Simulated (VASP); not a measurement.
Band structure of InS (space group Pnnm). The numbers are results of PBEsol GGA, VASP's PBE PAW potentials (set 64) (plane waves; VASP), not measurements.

The path is coarsely sampled, so an indirect gap can come out somewhat too large. Unless said otherwise, spin-orbit coupling is left out, though it shifts the bands of the heavy elements here.

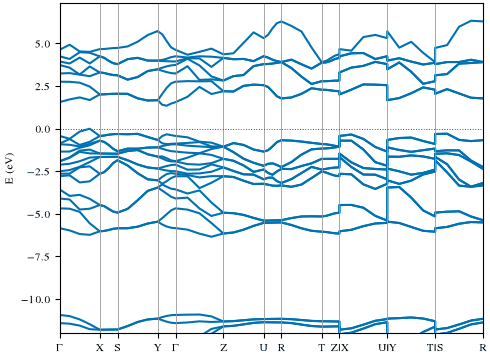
Figure: Bands along high-symmetry lines, zero at the valence-band maximum or, without a gap, the Fermi level

### Question
Read the plot: is there a gap, and where are the band edges?

### Answer
The gap is indirect, 1.34 eV, from the valence maximum at (0.33, 0.00, 0.00) to the conduction minimum at Y-Γ at 0.50.

The structure comes from a computed database's InS entry (Pnnm); how it stands against other phases isn't given here. The cell was not relaxed at this level. The k-mesh is coarse (spacing up to 0.44 per Å, 2π included), so the numbers may not be converged in it.
